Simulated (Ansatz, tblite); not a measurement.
# The cluster GeCl₂: charged states by level of theory

Aim: the energy of removing and adding an electron for the cluster GeCl₂, by energy differences, and how well orbital energies stand in for it.

The runs use Ansatz 0.2.0, Gaussian basis; as each input shows.

Levels to be run: charge +1 doublet, at the geometry of the singlet (PBE0-D4/def2-TZVP, PBE-D4/def2-TZVP, r2SCAN-D4/def2-TZVP, CCSD(T)/def2-TZVPP); charge -1 doublet, at the geometry of the singlet (PBE0-D4/def2-TZVPD, PBE-D4/def2-TZVPD, r2SCAN-D4/def2-TZVPD, CCSD(T)/def2-TZVPD); the starting singlet's energies come from earlier runs.

## Step 1: The structure

The geometry is that of the singlet, from an earlier relaxation (B3LYP-D4/def2-TZVP). At that level it is the lowest of the isomers that a small search found.

3 atoms, charge 0, spin multiplicity 1.

Atoms are counted from 1 here; the program's logs count them from 0.

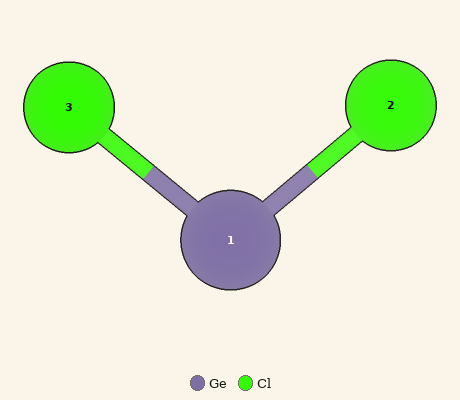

The geometry (germanium purple, chlorine green); atoms are numbered from 1 in the order of the file.

## Step 2: Charge +1 doublet at the fixed geometry, PBE0-D4/def2-TZVP

in.yaml reads:

```yaml
crystal:
  periodic: [false, false, false]
  atoms:
    - {symbol: Ge, position_ang: [0.156578, 0.529347, -0.760181]}
    - {symbol: Cl, position_ang: [-1.654582, -0.575627, -0.161140]}
    - {symbol: Cl, position_ang: [1.498004, 0.046280, 0.921331]}
basis:
  gaussian: {orbitals: def2-TZVP}
total_charge: 1
magnetization: {spin_polarized: true, initial_magnetization: 1}
hamiltonian: {xc: pbe0, dispersion: d4}
output: {orbitals: {seedname: orbitals}}
```

Run with:

```
ansatz run in.yaml --threads 4 --pin off --events-out ev --progress --plain --max-ram 3916MiB
```

Log:

```text
Functional definition: PBE0
  name "PBE0"
  cite "Adamo & Barone, J. Chem. Phys. 110, 6158 (1999) doi:10.1063/1.478522"
  cite "Perdew, Burke & Ernzerhof, Phys. Rev. Lett. 77, 3865 (1996) doi:10.1103/PhysRevLett.77.3865"
  parent pbe
  parameter a = 0.25
  parameter kappa = 0.804
  parameter beta = 0.06672455060314922
  exchange = (1 - a)*pbe_x(kappa = kappa, mu = beta*pi^2/3) + a*exact_x
  correlation = pbe_c(beta = beta)
753 factors; integrals over basis functions are off by at most 6.7e-4 eV
mean field evaluation 1: about -81535.6457 eV, gradient 3.1e1 eV
mean field evaluation 2: about -81511.0969 eV, gradient 7.3e1 eV
mean field evaluation 4: about -81540.8302 eV, gradient 4.1e0 eV
mean field evaluation 8: about -81540.9855 eV, gradient 3.0e-1 eV
mean field evaluation 16: about -81540.9861 eV, gradient 4.1e-4 eV
mean field evaluation 32: about -81540.9861 eV, gradient 3.9e-5 eV
mean field -81540.98610333 eV, -2996.5759688319 hartree, gradient 3.9e-5 eV, S^2 0.760158; 3 other end points of the search recorded, 0 dependent functions left out
reference -81540.98612550 eV, -2996.5759696468 hartree; 33, 32 occupied and 89, 90 virtual orbitals, 753 factors
Total energy: -81541.06222999 eV, -2996.5787664349 hartree
```

Run time: 2.8 s. Hardware: 4 threads of Arm Neoverse V2, shared host.

Report: HOMO -15.06 eV, LUMO -12.49 eV (over both spins); ⟨S²⟩ 0.760 (pure: 0.75).

## Step 3: Charge +1 doublet at the fixed geometry, PBE-D4/def2-TZVP

start.molden holds the orbitals of an earlier run on this state, given as this run's starting guess.

in.yaml, as its differences from that of step 2:

```diff
@@ -7,6 +7,7 @@
 basis:
-  gaussian: {orbitals: def2-TZVP}
+  gaussian: {orbitals: def2-TZVP, initial_orbitals: start.molden}
 total_charge: 1
 magnetization: {spin_polarized: true, initial_magnetization: 1}
-hamiltonian: {xc: pbe0, dispersion: d4}
+hamiltonian: {xc: pbe, dispersion: d4}
+scf: {omitted_lower_state_checks: [starts]}
 output: {orbitals: {seedname: orbitals}}
```

Same command.

Log:

```text
Functional definition: PBE
  name "PBE"
  cite "Perdew, Burke & Ernzerhof, Phys. Rev. Lett. 77, 3865 (1996) doi:10.1103/PhysRevLett.77.3865"
  parent pbe
  parameter kappa = 0.804
  parameter beta = 0.06672455060314922
  exchange = pbe_x(kappa = kappa, mu = beta*pi^2/3)
  correlation = pbe_c(beta = beta)
these checks for a lower state are left out or cut short: starts
870 factors; their error is unknown
mean field evaluation 1: about -81537.8303 eV, gradient 9.7e0 eV
mean field evaluation 2: about -81537.9509 eV, gradient 2.2e-1 eV
mean field evaluation 4: about -81537.9436 eV, gradient 3.2e-2 eV
mean field evaluation 8: about -81537.9436 eV, gradient 1.2e-5 eV
mean field -81537.94361463 eV, -2996.4641594343 hartree, gradient 1.2e-5 eV, S^2 0.753392; 0 other end points of the search recorded, 0 dependent functions left out
reference -81537.94364414 eV, -2996.4641605190 hartree; 33, 32 occupied and 89, 90 virtual orbitals, 870 factors
Total energy: -81538.03345942 eV, -2996.4674611695 hartree
Checks for a lower state left out: starts
```

It took 1.1 s on 4 threads of Arm Neoverse V2, shared host.

HOMO -13.76 eV, LUMO -13.23 eV (over both spins); ⟨S²⟩ 0.753 (pure: 0.75).

## Step 4: Charge +1 doublet at the fixed geometry, r2SCAN-D4/def2-TZVP

in.yaml, as its differences from that of step 3:

```diff
@@ -10,3 +10,3 @@
 magnetization: {spin_polarized: true, initial_magnetization: 1}
-hamiltonian: {xc: pbe, dispersion: d4}
+hamiltonian: {xc: r2scan, dispersion: d4}
 scf: {omitted_lower_state_checks: [starts]}
```

The command is unchanged.

Log:

```text
Functional definition: r2SCAN
  name "r2SCAN"
  cite "Furness, Kaplan, Ning, Perdew & Sun, J. Phys. Chem. Lett. 11, 8208 (2020) doi:10.1021/acs.jpclett.0c02405"
  cite "Furness, Kaplan, Ning, Perdew & Sun, J. Phys. Chem. Lett. 11, 9248 (2020) doi:10.1021/acs.jpclett.0c03077"
  parent r2scan
  parameter k0 = 0.174
  parameter k1 = 0.065
  parameter a1 = 4.9479
  exchange = r2scan_x(k0 = k0, k1 = k1, a1 = a1)
  correlation = r2scan_c
these checks for a lower state are left out or cut short: starts
870 factors; their error is unknown
mean field evaluation 1: about -81554.4220 eV, gradient 7.0e0 eV
mean field evaluation 2: about -81554.4635 eV, gradient 9.1e-2 eV
mean field evaluation 4: about -81554.4532 eV, gradient 1.1e-3 eV
mean field evaluation 8: about -81554.4532 eV, gradient 2.2e-5 eV
mean field -81554.45323913 eV, -2997.0708769444 hartree, gradient 2.2e-5 eV, S^2 0.759369; 0 other end points of the search recorded, 0 dependent functions left out
reference -81554.45324829 eV, -2997.0708772807 hartree; 33, 32 occupied and 89, 90 virtual orbitals, 870 factors
Total energy: -81554.47115360 eV, -2997.0715352887 hartree
Checks for a lower state left out: starts
```

Run time: 3.3 s. Hardware: 4 threads of Arm Neoverse V2, shared host.

Report: HOMO -14.07 eV, LUMO -13.15 eV (over both spins); ⟨S²⟩ 0.759 (pure: 0.75).

## Step 5: Charge +1 doublet at the fixed geometry, CCSD(T)/def2-TZVPP

in.yaml reads:

```yaml
crystal:
  periodic: [false, false, false]
  atoms:
    - {symbol: Ge, position_ang: [0.156578, 0.529347, -0.760181]}
    - {symbol: Cl, position_ang: [-1.654582, -0.575627, -0.161140]}
    - {symbol: Cl, position_ang: [1.498004, 0.046280, 0.921331]}
basis:
  gaussian: {orbitals: def2-TZVPP, initial_orbitals: start.molden}
total_charge: 1
magnetization: {spin_polarized: true, initial_magnetization: 1}
correlation: {method: ccsd_t}
scf: {omitted_lower_state_checks: [starts, cluster_reference]}
output: {orbitals: {seedname: orbitals}}
```

Launched as before.

Log, shortened:

```text
Functional definition: HF
  name "HF"
  cite "Fock, Z. Phys. 61, 126 (1930) doi:10.1007/BF01340294"
  parent pbe
[...]
825 factors; integrals over basis functions are off by at most 6.5e-4 eV
[...]
mean field -81474.32584587 eV, -2994.1262495540 hartree, gradient 7.0e-6 eV, S^2 0.796591; 0 other end points of the search recorded, 0 dependent functions left out
19 core orbitals not correlated: weight in the atoms' cores, before any rotation towards them, 1.000 or more for the frozen orbitals, at most 0.000 for the correlated occupied ones
reference -81474.32584587 eV, -2994.1262495540 hartree; 14, 13 occupied and 99, 100 virtual orbitals, 825 factors
second order -15.52692030 eV of doubles, -0.00000000 eV of singles
cycle   1  -15.82850970 eV  change   -3.0e-1 eV  update   1.1e-1
[...]
cycle  12  -16.39766039 eV  change   -1.3e-6 eV  update   2.3e-5
perturbative correction -0.80268558 eV, -0.0294981511 hartree
Total energy: -81491.52619184 eV, -2994.7583506097 hartree
Checks for a lower state left out: starts, cluster_reference
```

It took 12 s on 4 threads of Arm Neoverse V2, shared host; peak memory 0.95 GiB.

Hartree-Fock HOMO -18.21 eV, LUMO -8.79 eV (over both spins); ⟨S²⟩ 0.797 (pure: 0.75); T1 0.021.

## Step 6: Vertical ionisation energy

Charged state less starting state, singlet to doublet; the starting state's energies are those of its earlier runs.

Differences are taken before rounding.

```csv
method,vertical ionisation energy (eV),from CCSD(T)/def2-TZVPP (eV),time
HF/def2-TZVPP,9.68,-0.67,
PBE-D4/def2-TZVP,10.14,-0.20,1.9 s
r2SCAN-D4/def2-TZVP,10.29,-0.05,5 s
PBE0-D4/def2-TZVP,10.34,-0.01,4 s
MP2/def2-TZVPP,10.44,+0.10,
CCSD/def2-TZVPP,10.37,+0.03,
CCSD(T)/def2-TZVPP,10.34,0,15 s
```

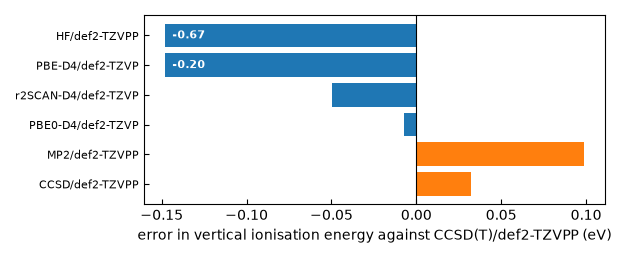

How far each level lands from CCSD(T)/def2-TZVPP. Bars with a number in them are cut short.

Times add the two runs; a level without a time comes out of a correlated run.

Beside −ε(HOMO) of the starting state:

```csv
level,−ε(HOMO) (eV),by difference (eV),mismatch (eV)
PBE-D4/def2-TZVP,7.04,10.14,-3.10
r2SCAN-D4/def2-TZVP,7.35,10.29,-2.94
PBE0-D4/def2-TZVP,8.16,10.34,-2.17
```

## Step 7: Charge -1 doublet at the fixed geometry, PBE0-D4/def2-TZVPD

in.yaml reads:

```yaml
crystal:
  periodic: [false, false, false]
  atoms:
    - {symbol: Ge, position_ang: [0.156578, 0.529347, -0.760181]}
    - {symbol: Cl, position_ang: [-1.654582, -0.575627, -0.161140]}
    - {symbol: Cl, position_ang: [1.498004, 0.046280, 0.921331]}
basis:
  gaussian: {orbitals: def2-TZVPD}
total_charge: -1
magnetization: {spin_polarized: true, initial_magnetization: 1}
hamiltonian: {xc: pbe0, dispersion: d4}
output: {orbitals: {seedname: orbitals}}
```

The command is unchanged.

Log:

```text
Functional definition: PBE0
  name "PBE0"
  cite "Adamo & Barone, J. Chem. Phys. 110, 6158 (1999) doi:10.1063/1.478522"
  cite "Perdew, Burke & Ernzerhof, Phys. Rev. Lett. 77, 3865 (1996) doi:10.1103/PhysRevLett.77.3865"
  parent pbe
  parameter a = 0.25
  parameter kappa = 0.804
  parameter beta = 0.06672455060314922
  exchange = (1 - a)*pbe_x(kappa = kappa, mu = beta*pi^2/3) + a*exact_x
  correlation = pbe_c(beta = beta)
1042 factors; their error is unknown
mean field evaluation 1: about -81551.6788 eV, gradient 1.4e1 eV
mean field evaluation 2: about -81551.6508 eV, gradient 1.6e1 eV
mean field evaluation 4: about -81552.3828 eV, gradient 4.7e-1 eV
mean field evaluation 8: about -81552.6759 eV, gradient 4.4e-2 eV
mean field evaluation 16: about -81552.6759 eV, gradient 5.6e-5 eV
mean field -81552.67587585 eV, -2997.0055600484 hartree, gradient 5.6e-5 eV, S^2 0.755518; 0 other end points of the search recorded, 0 dependent functions left out
reference -81552.67591035 eV, -2997.0055613161 hartree; 34, 33 occupied and 112, 113 virtual orbitals, 1042 factors
Total energy: -81552.76421559 eV, -2997.0088064740 hartree
```

Run time: 2.5 s. Hardware: 4 threads of Arm Neoverse V2, shared host.

Report: HOMO 0.62 eV, LUMO 3.51 eV (over both spins); ⟨S²⟩ 0.756 (pure: 0.75). Doubts: highest occupied level lies above zero.

## Step 8: Charge -1 doublet at the fixed geometry, PBE-D4/def2-TZVPD

in.yaml, as its differences from that of step 7:

```diff
@@ -7,6 +7,7 @@
 basis:
-  gaussian: {orbitals: def2-TZVPD}
+  gaussian: {orbitals: def2-TZVPD, initial_orbitals: start.molden}
 total_charge: -1
 magnetization: {spin_polarized: true, initial_magnetization: 1}
-hamiltonian: {xc: pbe0, dispersion: d4}
+hamiltonian: {xc: pbe, dispersion: d4}
+scf: {omitted_lower_state_checks: [starts]}
 output: {orbitals: {seedname: orbitals}}
```

The command is unchanged.

Log:

```text
Functional definition: PBE
  name "PBE"
  cite "Perdew, Burke & Ernzerhof, Phys. Rev. Lett. 77, 3865 (1996) doi:10.1103/PhysRevLett.77.3865"
  parent pbe
  parameter kappa = 0.804
  parameter beta = 0.06672455060314922
  exchange = pbe_x(kappa = kappa, mu = beta*pi^2/3)
  correlation = pbe_c(beta = beta)
these checks for a lower state are left out or cut short: starts
933 factors; their error is unknown
mean field evaluation 1: about -81549.2109 eV, gradient 9.7e0 eV
mean field evaluation 2: about -81549.3113 eV, gradient 1.7e-1 eV
mean field evaluation 4: about -81549.3049 eV, gradient 6.6e-4 eV
mean field evaluation 8: about -81549.3049 eV, gradient 1.3e-5 eV
mean field -81549.30485059 eV, -2996.8816771549 hartree, gradient 1.3e-5 eV, S^2 0.753187; 0 other end points of the search recorded, 0 dependent functions left out
reference -81549.30489321 eV, -2996.8816787212 hartree; 34, 33 occupied and 112, 113 virtual orbitals, 933 factors
Total energy: -81549.40907054 eV, -2996.8855071674 hartree
Checks for a lower state left out: starts
```

Wall time 1.9 s (4 threads of Arm Neoverse V2, shared host).

Report: HOMO 1.59 eV, LUMO 2.70 eV (over both spins); ⟨S²⟩ 0.753 (pure: 0.75). Doubts: highest occupied level lies above zero.

## Step 9: Charge -1 doublet at the fixed geometry, r2SCAN-D4/def2-TZVPD

in.yaml, as its differences from that of step 8:

```diff
@@ -10,3 +10,3 @@
 magnetization: {spin_polarized: true, initial_magnetization: 1}
-hamiltonian: {xc: pbe, dispersion: d4}
+hamiltonian: {xc: r2scan, dispersion: d4}
 scf: {omitted_lower_state_checks: [starts]}
```

Same command.

Log:

```text
Functional definition: r2SCAN
  name "r2SCAN"
  cite "Furness, Kaplan, Ning, Perdew & Sun, J. Phys. Chem. Lett. 11, 8208 (2020) doi:10.1021/acs.jpclett.0c02405"
  cite "Furness, Kaplan, Ning, Perdew & Sun, J. Phys. Chem. Lett. 11, 9248 (2020) doi:10.1021/acs.jpclett.0c03077"
  parent r2scan
  parameter k0 = 0.174
  parameter k1 = 0.065
  parameter a1 = 4.9479
  exchange = r2scan_x(k0 = k0, k1 = k1, a1 = a1)
  correlation = r2scan_c
these checks for a lower state are left out or cut short: starts
933 factors; their error is unknown
mean field evaluation 1: about -81566.1118 eV, gradient 7.0e0 eV
mean field evaluation 2: about -81566.1460 eV, gradient 6.4e-2 eV
mean field evaluation 4: about -81566.1364 eV, gradient 1.5e-4 eV
mean field evaluation 8: about -81566.1364 eV, gradient 2.3e-5 eV
mean field -81566.13636343 eV, -2997.5002238432 hartree, gradient 2.3e-5 eV, S^2 0.758262; 0 other end points of the search recorded, 0 dependent functions left out
reference -81566.13639891 eV, -2997.5002251471 hartree; 34, 33 occupied and 112, 113 virtual orbitals, 933 factors
Total energy: -81566.15720604 eV, -2997.5009897948 hartree
Checks for a lower state left out: starts
```

Run time: 4.4 s. Hardware: 4 threads of Arm Neoverse V2, shared host.

From the report: HOMO 1.32 eV, LUMO 3.09 eV (over both spins); ⟨S²⟩ 0.758 (pure: 0.75). Doubts: highest occupied level lies above zero.

## Step 10: Charge -1 doublet at the fixed geometry, CCSD(T)/def2-TZVPD

in.yaml, as its differences from that of step 9:

```diff
@@ -10,4 +10,4 @@
 magnetization: {spin_polarized: true, initial_magnetization: 1}
-hamiltonian: {xc: r2scan, dispersion: d4}
-scf: {omitted_lower_state_checks: [starts]}
+correlation: {method: ccsd_t}
+scf: {omitted_lower_state_checks: [starts, cluster_reference]}
 output: {orbitals: {seedname: orbitals}}
```

The command is unchanged.

Log, shortened:

```text
Functional definition: HF
  name "HF"
  cite "Fock, Z. Phys. 61, 126 (1930) doi:10.1007/BF01340294"
  parent pbe
[...]
892 factors; integrals over basis functions are off by at most 1.0e-3 eV
[...]
mean field -81485.00454670 eV, -2994.5186845713 hartree, gradient 5.8e-6 eV, S^2 0.775519; 0 other end points of the search recorded, 0 dependent functions left out
19 core orbitals not correlated: weight in the atoms' cores, before any rotation towards them, 1.000 or more for the frozen orbitals, at most 0.000 for the correlated occupied ones
reference -81485.00454670 eV, -2994.5186845713 hartree; 15, 14 occupied and 112, 113 virtual orbitals, 892 factors
second order -16.48288511 eV of doubles, -0.00000000 eV of singles
cycle   1  -16.83905713 eV  change   -3.6e-1 eV  update   9.2e-2
[...]
cycle  10  -17.33755323 eV  change    2.1e-5 eV  update   1.8e-5
perturbative correction -0.77250561 eV, -0.0283890574 hartree
Total energy: -81503.11460554 eV, -2995.1842169582 hartree
Checks for a lower state left out: starts, cluster_reference
```

Run time: 18 s. Hardware: 4 threads of Arm Neoverse V2, shared host; peak memory 1.3 GiB.

Hartree-Fock HOMO -1.77 eV, LUMO 4.85 eV (over both spins); ⟨S²⟩ 0.776 (pure: 0.75); T1 0.013.

## Step 11: Vertical electron affinity

Starting state less charged state (positive: the electron is bound), singlet to doublet; the starting state's energies are those of its earlier runs.

```csv
method,vertical electron affinity (eV),from CCSD(T)/def2-TZVPD (eV),time
HF/def2-TZVPD,0.95,-0.26,
PBE-D4/def2-TZVPD,1.18,-0.03,2.9 s
r2SCAN-D4/def2-TZVPD,1.35,+0.14,6.7 s
PBE0-D4/def2-TZVPD,1.32,+0.11,3.9 s
MP2/def2-TZVPD,1.20,-0.01,
CCSD/def2-TZVPD,1.23,+0.02,
CCSD(T)/def2-TZVPD,1.21,0,23 s
```

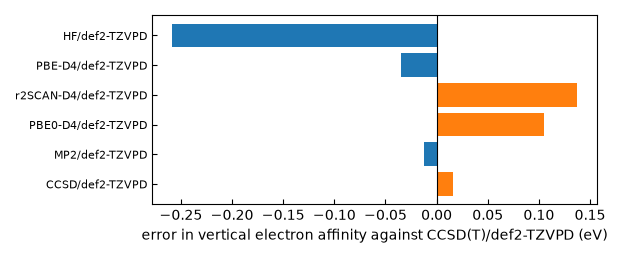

How far each level lands from CCSD(T)/def2-TZVPD.

Times add the two runs; a level without a time comes out of a correlated run.

Beside −ε(LUMO) of the starting state:

```csv
level,−ε(LUMO) (eV),by difference (eV),mismatch (eV)
PBE-D4/def2-TZVPD,3.93,1.18,+2.75
r2SCAN-D4/def2-TZVPD,3.89,1.35,+2.54
PBE0-D4/def2-TZVPD,3.19,1.32,+1.88
```

## Step 12: Outcome

```
                                             quantity                                 value
 vertical ionisation energy, functionals in def2-TZVP  10.14 (PBE-D4) to 10.34 eV (PBE0-D4)
       vertical ionisation energy, CCSD(T)/def2-TZVPP                              10.34 eV
vertical electron affinity, functionals in def2-TZVPD  1.18 (PBE-D4) to 1.35 eV (r2SCAN-D4)
       vertical electron affinity, CCSD(T)/def2-TZVPD                               1.21 eV
```

What this shows: The vertical ionisation energy spans 10.14 to 10.34 eV over the functionals, beside 10.34 eV from CCSD(T)/def2-TZVPP. −ε(HOMO) misses the level's own difference by -2.17 eV at best (PBE0-D4) and -3.10 eV at worst (PBE-D4). CCSD(T)/def2-TZVPP isn't at the basis-set limit; small misses against it rank nothing. The vertical electron affinity spans 1.18 to 1.35 eV over the functionals, beside 1.21 eV from CCSD(T)/def2-TZVPD. The anion's highest level lies above zero where self-interaction lifts it, so diffuse functions weigh on these values. −ε(LUMO) misses the level's own difference by +1.88 eV at best (PBE0-D4) and +2.75 eV at worst (PBE-D4).

The anion's highest level is positive in at least one run, so there the basis alone may hold the extra electron.
